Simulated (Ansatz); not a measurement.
## CH6BNOSi: one change and its effect

System: CH6BNOSi, SMILES N=C([SiH3])BO.
Method of the first run: RKS wB97M-V/def2-SVP (Ansatz 0.2.0).

The geometry comes from this level: PBE0-D4/def2-TZVP. Text and figures count atoms from 1; the logs count them from 0 in places.

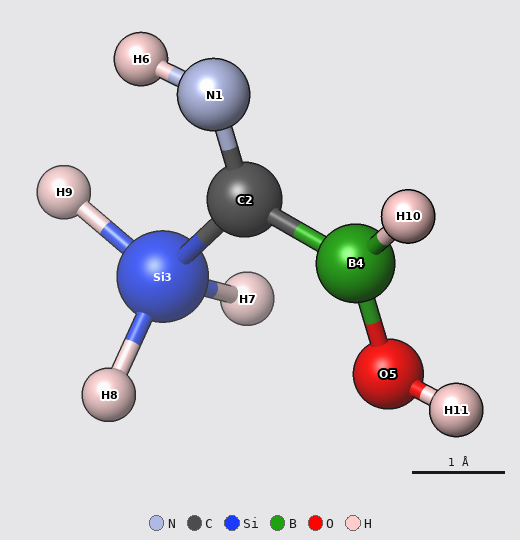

The structure (ball-and-stick view, seen at a tilt; atoms are numbered from 1 in the order of the input).

**The input, the first run**
```yaml
crystal:
  periodic: [false, false, false]
  atoms:
    - {symbol: N, position_ang: [-0.669096, 1.720219, 0.573664]}
    - {symbol: C, position_ang: [-0.226306, 0.601054, 0.132427]}
    - {symbol: Si, position_ang: [0.233224, -0.847347, 1.277561]}
    - {symbol: B, position_ang: [-0.076204, 0.474041, -1.431334]}
    - {symbol: O, position_ang: [0.388406, -0.707883, -1.896243]}
    - {symbol: H, position_ang: [-0.738763, 1.725279, 1.596722]}
    - {symbol: H, position_ang: [-0.594264, -2.046533, 0.983546]}
    - {symbol: H, position_ang: [1.667288, -1.210453, 1.133026]}
    - {symbol: H, position_ang: [-0.027192, -0.392276, 2.672416]}
    - {symbol: H, position_ang: [-0.358252, 1.375416, -2.169010]}
    - {symbol: H, position_ang: [0.466461, -0.748518, -2.852274]}
basis:
  gaussian: {orbitals: def2-SVP}
hamiltonian: {xc: {name: wB97M-V}}
output: {orbitals: {seedname: orbitals}}
```

Hardware: 4 threads of Oxide Virtual Turin-like, 27 GiB of memory available, shared host.

**Output (the first run)**
```
Functional definition: wB97M-V
  parameter omega = 0.3/bohr
  parameter cx = 0.15
  parameter cx01 = 1.007
  parameter cx10 = 0.259
  parameter css00 = 0.443
  parameter css04 = -1.437
  parameter css10 = -4.535
  parameter css20 = -3.390
  parameter css43 = 4.278
  parameter cos00 = 1.000
  parameter cos10 = 1.358
  parameter cos20 = 2.924
  parameter cos21 = -8.812
  parameter cos60 = -1.390
  parameter cos61 = 9.142
  parameter b = 6.0
  parameter c = 0.01
  gx(w, u) = 1 - cx + cx01*u + cx10*w
  gss(w, u) = css00 + css04*u^4 + css10*w + css20*w^2 + css43*w^4*u^3
  gos(w, u) = cos00 + cos10*w + (cos20 + cos21*u)*w^2 + (cos60 + cos61*u)*w^6
  exchange = spin_sum(e_x_unif_sr(omega)*gx(b97_w, b97_u_x)) + cx*exact_x_sr(omega) + exact_x_lr(omega)
  correlation = spin_sum(e_c_pw_mod_same_spin*gss(b97_w, b97_u_same))
      + integral(e_c_pw_mod_opposite_spin*gos(b97_w_opposite, b97_u_opposite)) + vv10(b, c)
1171 factors; their error is unknown
320 factors; integrals over basis functions are off by at most 1.4e-5 eV
mean field evaluation 1: about -13212.2486 eV, gradient 4.6e1 eV
mean field evaluation 2: about -13212.6962 eV, gradient 4.7e1 eV
mean field evaluation 4: about -13216.5933 eV, gradient 2.2e0 eV
mean field evaluation 8: about -13216.6090 eV, gradient 5.3e-2 eV
mean field evaluation 16: about -13216.6057 eV, gradient 4.8e-5 eV
mean field -13216.60574150 eV, -485.7013024631 hartree, gradient 4.8e-5 eV, S^2 0.000000; 0 other end points of the search recorded, 0 dependent functions left out
reference -13216.60578669 eV, -485.7013041237 hartree; 23, 23 occupied and 81, 81 virtual orbitals, 1171 factors
Total energy: -13216.60578669 eV, -485.7013041237 hartree
```

For the second run the input was changed thus:
```diff
-  gaussian: {orbitals: def2-SVP}
+  gaussian: {orbitals: "def2-QZVPP.json"}
```

Predict how the results change.

The total energy of the second run is 223.6 kcal/mol lower, which measures the change of basis and not a stability. The HOMO goes from −8.99 to −9.24 eV. The LUMO goes from 0.67 to 0.31 eV. The basis functions go from 104 to 478. On the same kind of shared host the second run took about 4.6 times as long.

**Output (the second run)**
```
Functional definition: wB97M-V
  parameter omega = 0.3/bohr
  parameter cx = 0.15
  parameter cx01 = 1.007
  parameter cx10 = 0.259
  parameter css00 = 0.443
  parameter css04 = -1.437
  parameter css10 = -4.535
  parameter css20 = -3.390
  parameter css43 = 4.278
  parameter cos00 = 1.000
  parameter cos10 = 1.358
  parameter cos20 = 2.924
  parameter cos21 = -8.812
  parameter cos60 = -1.390
  parameter cos61 = 9.142
  parameter b = 6.0
  parameter c = 0.01
  gx(w, u) = 1 - cx + cx01*u + cx10*w
  gss(w, u) = css00 + css04*u^4 + css10*w + css20*w^2 + css43*w^4*u^3
  gos(w, u) = cos00 + cos10*w + (cos20 + cos21*u)*w^2 + (cos60 + cos61*u)*w^6
  exchange = spin_sum(e_x_unif_sr(omega)*gx(b97_w, b97_u_x)) + cx*exact_x_sr(omega) + exact_x_lr(omega)
  correlation = spin_sum(e_c_pw_mod_same_spin*gss(b97_w, b97_u_same))
      + integral(e_c_pw_mod_opposite_spin*gos(b97_w_opposite, b97_u_opposite)) + vv10(b, c)
1458 factors; their error is unknown
401 factors; integrals over basis functions are off by at most 1.1e-5 eV
mean field evaluation 1: about -13220.2476 eV, gradient 5.7e1 eV
mean field evaluation 2: about -13220.6126 eV, gradient 5.8e1 eV
mean field evaluation 4: about -13226.2777 eV, gradient 3.0e0 eV
mean field evaluation 8: about -13226.3002 eV, gradient 6.3e-2 eV
mean field evaluation 16: about -13226.3007 eV, gradient 3.4e-5 eV
mean field -13226.30068548 eV, -486.0575850828 hartree, gradient 3.4e-5 eV, S^2 0.000000; 0 other end points of the search recorded, 0 dependent functions left out
reference -13226.30075544 eV, -486.0575876539 hartree; 23, 23 occupied and 455, 455 virtual orbitals, 1458 factors
Total energy: -13226.30075544 eV, -486.0575876539 hartree
```

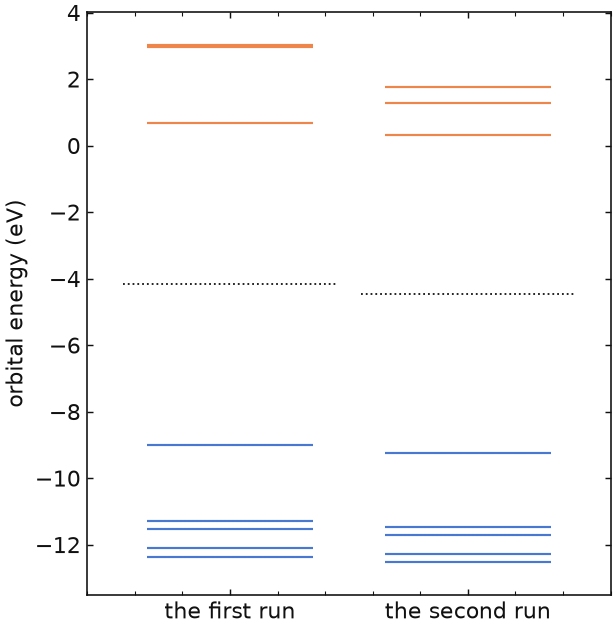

The five highest filled and three lowest empty orbital energies of the two runs; the dotted lines part filled from empty levels. The HOMO–LUMO gap is 9.67 eV in the first run and 9.55 eV in the second run.

**The two runs side by side**

| quantity | the first run | the second run |
| --- | --- | --- |
| outcome | converged | converged |
| total energy (hartree) | −485.701304 | −486.057588 |
| HOMO (eV) | −8.99 | −9.24 |
| LUMO (eV) | 0.67 | 0.31 |
| basis functions | 104 | 478 |
| wall time (shared host) | 3.8 s | 18 s |
